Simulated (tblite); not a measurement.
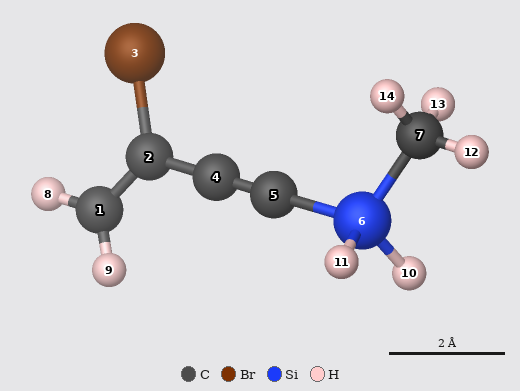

This is the input geometry for a relaxation of C₅H₇BrSi. A ball-and-stick model, seen at a tilt.

Computed with GFN2-xTB geometry optimisation, gas phase (tblite).

```xyz
14

C     3.4968   -0.3422   -0.6860
C     2.5418    0.4746   -0.1979
Br    2.9507    2.1570    0.4942
C     1.1815    0.0814   -0.1624
C     0.0274   -0.2603   -0.1163
Si   -1.7757   -0.7595   -0.0715
C    -2.8372    0.5623    0.6659
H     4.5373   -0.0381   -0.7099
H     3.2437   -1.3236   -1.0750
H    -1.9174   -2.0080    0.7277
H    -2.2458   -1.0609   -1.4462
H    -3.8904    0.2446    0.6947
H    -2.5394    0.7863    1.7066
H    -2.7742    1.4859    0.0891
```

**What does the optimiser find from here?**

Over 58 geometry steps the energy falls by 11.0 kJ/mol. The atom that moves furthest after the best rigid fit is Br3 (0.20 Å). By element the largest moves are Br 0.20 Å, H 0.15 Å, C 0.13 Å, Si 0.09 Å. Near-neighbour distances that change, for instance: C2–Br3 1.865 → 1.932 Å, Si6–C7 1.849 → 1.896 Å, Si6–H10 1.489 → 1.467 Å, C1–C2 1.348 → 1.327 Å. Bond angles that change, for instance: C1–C2–C4 121.4° → 125.9°, C5–Si6–C7 111.8° → 107.5°, H10–Si6–H11 107.3° → 111.4°.

History of the run:

| step | E − E(0), kJ/mol |
| --- | --- |
| 0 | 0.00 |
| 1 | -5.34 |
| 2 | -6.62 |
| 3 | -8.24 |
| 4 | -8.61 |
| 5 | -8.89 |
| 6 | -9.38 |
| 7 | -9.58 |
| 8 | -9.89 |
| 9 | -10.07 |
| 10 | -10.20 |
| 13 | -10.46 |
| 15 | -10.52 |
| 18 | -10.56 |
| 20 | -10.58 |
| 23 | -10.60 |
| 25 | -10.61 |
| 28 | -10.68 |
| 30 | -10.74 |
| 33 | -10.80 |
| 35 | -10.84 |
| 38 | -10.86 |
| 40 | -10.87 |
| 43 | -10.89 |
| 45 | -10.90 |
| 48 | -10.92 |
| 50 | -10.94 |
| 53 | -10.96 |
| 55 | -10.97 |
| 58 | -10.97 |

Final geometry:

```xyz
14

C     3.5054   -0.3124   -0.6757
C     2.4766    0.3882   -0.2145
Br    2.7538    2.1548    0.5161
C     1.1365   -0.0320   -0.1943
C    -0.0315   -0.3437   -0.1493
Si   -1.8187   -0.8315   -0.0921
C    -2.7796    0.6077    0.6823
H     4.5099    0.0712   -0.6587
H     3.3518   -1.2964   -1.0847
H    -1.9190   -2.0442    0.7282
H    -2.2472   -1.0815   -1.4732
H    -3.8405    0.3808    0.7443
H    -2.4285    0.8222    1.6882
H    -2.6699    1.5164    0.0967
```

After the run, drawn alike:

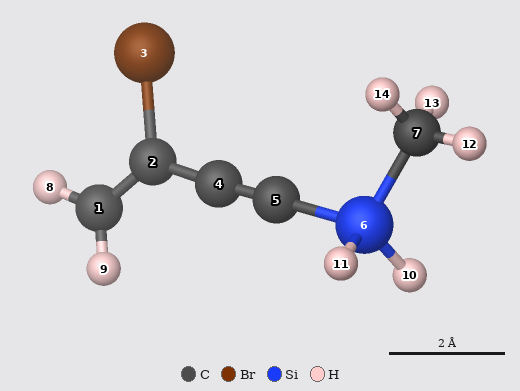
